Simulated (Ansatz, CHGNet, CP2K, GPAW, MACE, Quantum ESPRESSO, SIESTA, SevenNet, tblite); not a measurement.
# Which run comes nearest? Random packing of C72N28 (at. %) (57 atoms)

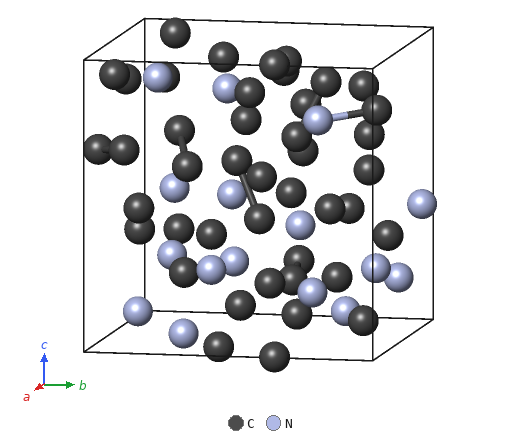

The cell (carbon dark grey, nitrogen light blue). Bonds to atoms that aren't drawn are left out. Some periodic images of atoms are drawn too.

Density of this cell: 2.35 g/cm³. The cell holds 57 atoms: 41 C and 16 N. Its edges and angles: a = 7.976 Å, b = 7.976 Å, c = 7.976 Å, α = 90.0°, β = 90.0°, γ = 90.0°. 57 atoms (41 C, 16 N) packed at random in a cube at 2.35 g/cm³ and pushed apart as soft spheres; a start for melting by ab initio MD, not an equilibrated structure. Then every atom was moved at random, 0.02 Å r.m.s. a Cartesian component.

Geometry: as built.

The reference, a calculation:

```
method                 : Kohn-Sham DFT, PBE, SSSP efficiency 1.3.0 pseudopotentials, plane waves (Quantum ESPRESSO 7.5); sssp-pbe-1.3.0-efficiency, cutoffs 60/480 Ry, Γ point
r.m.s. force component : 1.973 eV/Å
longest force          : 7.252 eV/Å
pressure               : -26.83 GPa
time                   : 80 s on 2 MPI ranks of Arm Neoverse V1, shared host
CPU time               : 2.7 min
```

Runs, in no order:
A. GPAW PBE, LCAO szp(dzp), h 0.18 Å: Kohn-Sham DFT, PBE, PAW, atomic orbitals (szp(dzp))
B. QE PBE, gbrv-1.5, 40/200 Ry: Kohn-Sham DFT, PBE, GBRV 1.5 ultrasoft pseudopotentials, plane waves
C. GPAW PBE, LCAO dzp, h 0.18 Å, other mixer settings: Kohn-Sham DFT, PBE, PAW, atomic orbitals (dzp)
D. tblite GFN1-xTB: GFN1-xTB tight binding, diagonalisation
E. CP2K PBE, TZV2P-MOLOPT, 600/50 Ry, diagonalisation: Kohn-Sham DFT, PBE, GTH-PBE pseudopotentials, Gaussian and plane waves, TZV2P-MOLOPT-GTH, diagonalisation

Q: Order them from the smallest to the largest r.m.s. force difference.

B, E, C, A, D.

| run | Δ force, r.m.s. (meV/Å) | share of r.m.s. force (%) | CPU time |
| --- | --- | --- | --- |
| B. QE PBE, gbrv-1.5, 40/200 Ry | 6.69 | 0.339 | 46 s |
| E. CP2K PBE, TZV2P-MOLOPT, 600/50 Ry, diagonalisation | 25.7 | 1.30 | 41 min |
| C. GPAW PBE, LCAO dzp, h 0.18 Å, other mixer settings | 69.1 | 3.50 | 2.7 min |
| A. GPAW PBE, LCAO szp(dzp), h 0.18 Å | 475 | 24.1 | 1.8 min |
| D. tblite GFN1-xTB | 715 | 36.2 | 1.4 s |

Periodic xTB results under one method name differ between programs and library versions. The electronic-structure runs sample only Γ, in a cell whose shortest periodic width is 8 Å, which is coarse for a cell with partly filled levels.

[Logs are printed without paths, hosts, clocks, repeated set-up lines and the standing remarks that a program may print on its own settings, such as how far it seeks lower states.]

[Hosts, paths, dates, database ids (printed as entryN), source tags and the programs' standing remarks are cut or masked in the printed files.]
